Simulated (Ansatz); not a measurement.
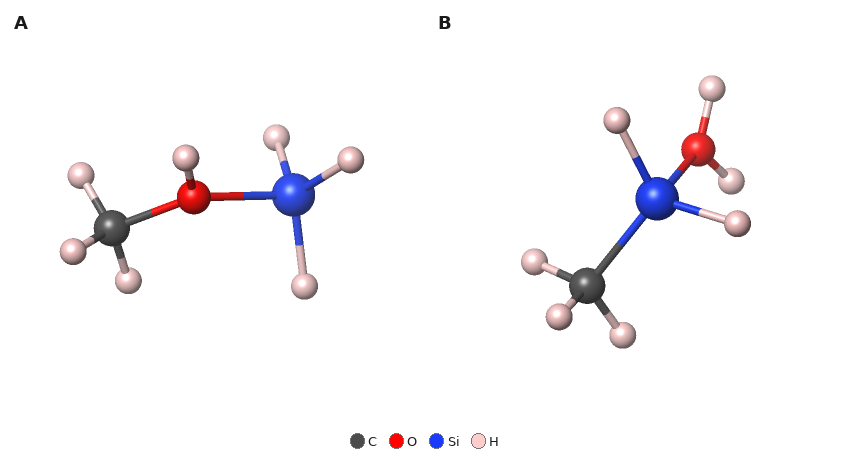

2 stationary structures of one formula. The species has charge +1 and is a spin singlet. Geometries: PBE0-D4/def2-TZVP. Electronic energies: RHF-CCSD(T) (frozen core)/def2-TZVPP (Ansatz 0.2.0), without zero-point energy. No frequency run is at hand to confirm each as a minimum. Each is one conformer, not always the lowest.

Which is lowest in energy, and by how much?

Answer. B is lowest; A lies 0.884 eV above it.
